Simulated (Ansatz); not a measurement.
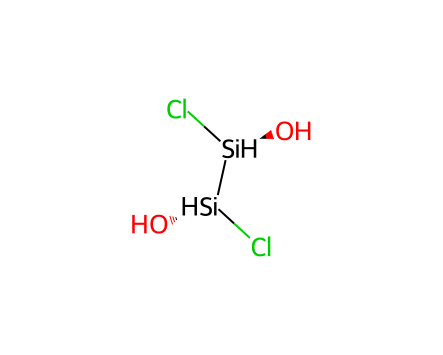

Structural formula above. Computed geometry: PBE0-D4/def2-TZVP optimisation. No frequency run is at hand to confirm it as a minimum.

What does the molecule look like in three dimensions?

Formula Cl₂H₄O₂Si₂. Its SMILES string is `O[Si@H](Cl)[Si@@H](O)Cl`. It has no ring. Among its groups: Si–H bond, Si–O bond. Coordination: 2 O bent; 2 Si tetrahedral.

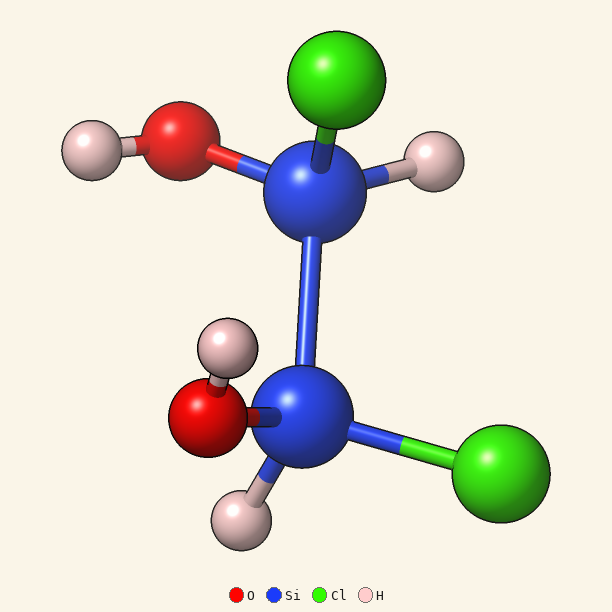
